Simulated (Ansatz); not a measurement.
**H₆OSi₂···NH₃: density, localisation and related maps**

Input file:

```
crystal:
  periodic: [false, false, false]
  atoms:
    - {symbol: Si, position_ang: [-0.090046, -0.321351, 0.189933]}
    - {symbol: N, position_ang: [1.786170, -1.550675, 1.486863]}
    - {symbol: O, position_ang: [-1.317246, 0.439505, -0.635658]}
    - {symbol: Si, position_ang: [-1.679117, 1.717037, -1.570041]}
    - {symbol: H, position_ang: [0.296114, 0.622466, 1.268394]}
    - {symbol: H, position_ang: [-0.730401, -1.565235, 0.672083]}
    - {symbol: H, position_ang: [2.648838, -1.020082, 1.472801]}
    - {symbol: H, position_ang: [0.980247, -0.534907, -0.816529]}
    - {symbol: H, position_ang: [1.529640, -1.693969, 2.456234]}
    - {symbol: H, position_ang: [1.978005, -2.459346, 1.082525]}
    - {symbol: H, position_ang: [-1.535020, 2.991811, -0.812797]}
    - {symbol: H, position_ang: [-0.782928, 1.781362, -2.758812]}
    - {symbol: H, position_ang: [-3.084355, 1.593284, -2.034995]}
basis:
  gaussian: {orbitals: def2-TZVPP}
hamiltonian: {xc: pbe0, dispersion: d4}
output: {orbitals: {seedname: orbitals}}
```

Command:

```sh
ansatz run in.yaml --threads 8 --pin off --events-out ev --progress --plain --max-ram 19148MiB
```

The product side of a reaction path; geometry: PBE0-D4/def2-TZVP; a saddle point, not a minimum.

All numbers below come from RKS PBE0-D4/def2-TZVPP (Ansatz 0.2.0).

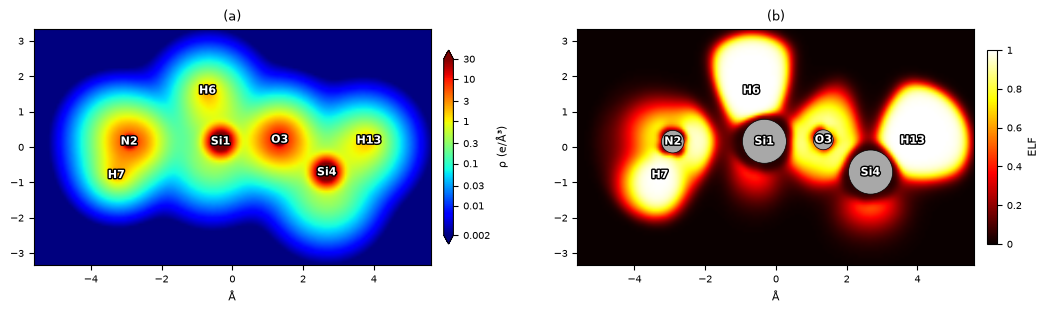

Figure 1. (a) total electron density; (b) electron localisation function on the plane of atoms O3, Si1 and H6. Grey discs cover the atomic cores in the ELF map.

Question: Interpret the plot.

Answer:
- The section cuts through Si, N, O and H sites.
- Si1···N2 (2.59 Å): the density falls to about 0.17 e/Å³ on the way; the ELF peaks at about 0.95 in the valence shell of N, 0.7 Å from its nucleus, and is about 0.25 at the midpoint.
- Si–O (1.62 Å): ρ is about 1.2 e/Å³ halfway; the ELF peaks at about 0.85 between the atoms, as expected for a polar covalent bond.
- N–H (1.01 Å): ρ is about 2.9 e/Å³ halfway; the ELF climbs to about 1 towards the hydrogen, as it does in any bond to H; an ordinary covalent bond to hydrogen.
- Si–H (1.48 Å): ρ at the midpoint is about 0.82 e/Å³; the ELF climbs to about 1 towards the hydrogen.
- The ELF also peaks beside O3, away from the bonds: lone-pair regions.

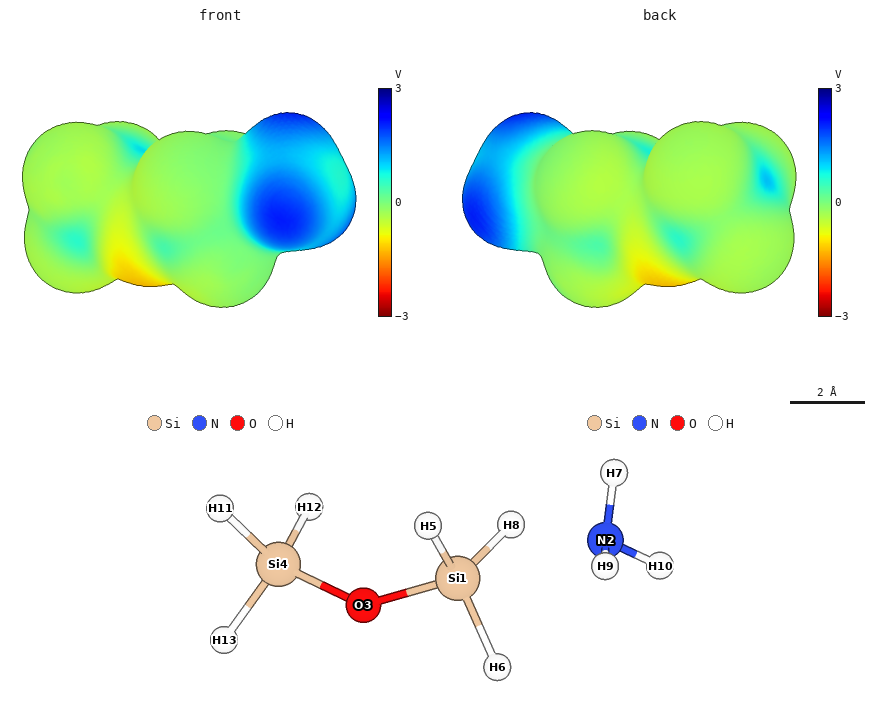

Figure 2. The electrostatic potential painted on the density surface at 0.002 e/bohr³, seen from the front and from behind; the colour scale runs from red (negative) to blue (positive). The bare structure is drawn below in the same view.

Question: Which sites attract a positive test charge, and which a negative one?

Answer: A positive charge is drawn to the negative regions and a negative charge to the positive ones. The most negative region (about −1.2 V) lies over O3, the most positive (about +2.0 V) over H7, H9 and H10. O3 is the likeliest acceptor of a hydrogen bond.

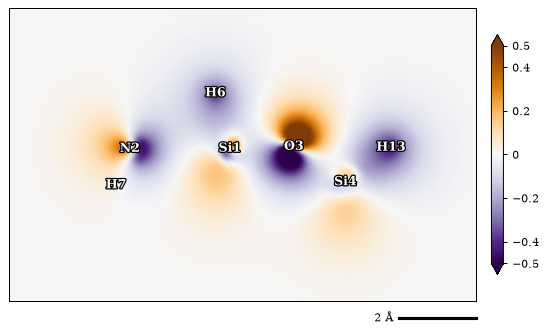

Figure 3. The HOMO−1 on the plane of atoms O3, Si1 and H6 (values in Å⁻³ᐟ²; the overall sign is arbitrary).

Question: Describe this orbital and give its energy.

Answer: By Hirshfeld shares it lies mainly on O3 (about 30 %), Si1 (about 15 %), Si4 (about 10 %), H13 (about 10 %), N2 (about 10 %) and H8 (about 10 %). Its energy is −8.16 eV.
